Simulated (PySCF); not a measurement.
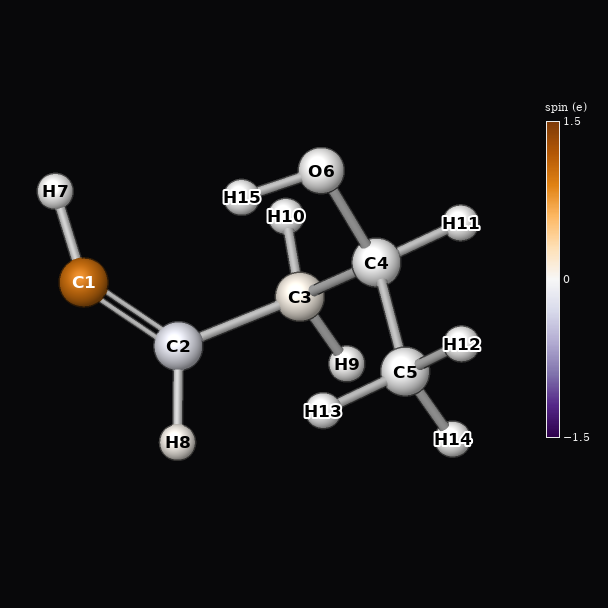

Atoms are coloured by their Mulliken spin populations. State: neutral, doublet. Computed geometry: GFN2-xTB optimisation. No frequency run is at hand to confirm it as a minimum. Properties computed with UKS B3LYP, pcH-1 on C H O, non-relativistic (PySCF 2.14.0).

Which atom carries the largest spin population?

C1 (1.03 e).

Which atom has the lowest spin population?

C2 (−0.17 e); a negative value comes from spin polarisation.

List the Mulliken spin populations.

```json
{"atom": "C1", "value (e)": "1.03"}
{"atom": "C2", "value (e)": "−0.17"}
{"atom": "C3", "value (e)": "0.08"}
{"atom": "C4", "value (e)": "−0.01"}
{"atom": "C5", "value (e)": "0.00"}
{"atom": "O6", "value (e)": "0.00"}
{"atom": "H7", "value (e)": "0.01"}
{"atom": "H8", "value (e)": "0.05"}
{"atom": "H9", "value (e)": "0.00"}
{"atom": "H10", "value (e)": "0.00"}
{"atom": "H11", "value (e)": "0.00"}
{"atom": "H12", "value (e)": "0.00"}
{"atom": "H13", "value (e)": "0.00"}
{"atom": "H14", "value (e)": "0.00"}
{"atom": "H15", "value (e)": "0.00"}
```

Mulliken values depend strongly on the basis set.
